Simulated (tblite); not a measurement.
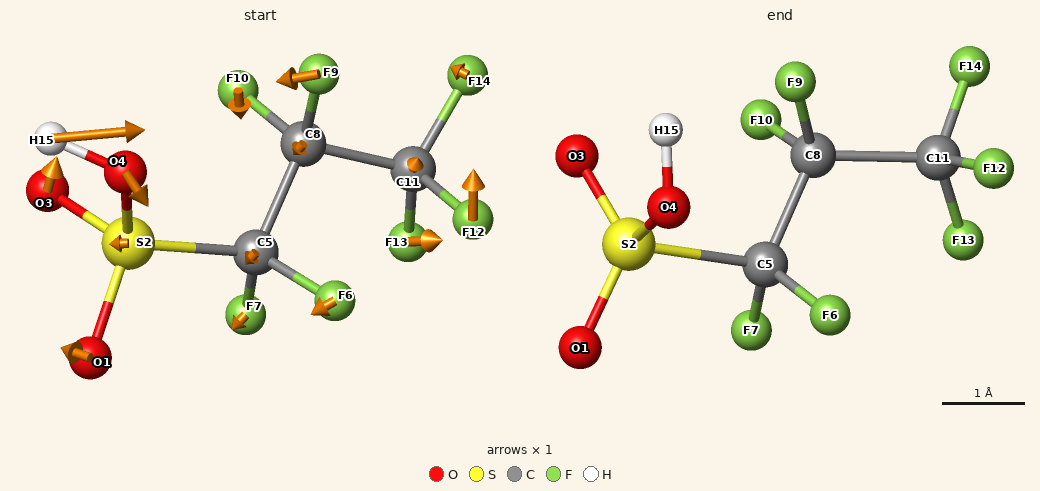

The structure of C₃HF₇O₃S before (left) and after (right) a relaxation, at one scale. The orange arrows give the displacements, at their true length.

A ball-and-stick model, seen at a tilt.

These are results of GFN2-xTB geometry optimisation, gas phase in tblite 0.8.0, not measurements. 

What changed between the two?

Over 123 geometry steps the energy falls by 45.3 kcal/mol. The atom that moves furthest after the best rigid fit is H15 (1.17 Å). By element the largest moves are H 1.17 Å, F 0.70 Å, O 0.52 Å, S 0.24 Å, C 0.23 Å. Among the contacts that change: S2–C5 1.750 → 1.887 Å, O1–S2 1.524 → 1.408 Å, S2–O4 1.672 → 1.576 Å, S2–O3 1.502 → 1.418 Å. Among the angles between lasting bonds that change: O4–S2–C5 115.3° → 98.9°, O1–S2–O3 109.2° → 121.9°, C5–C8–C11 105.8° → 114.5°. Groups turn about S2–O4 by about 50°.
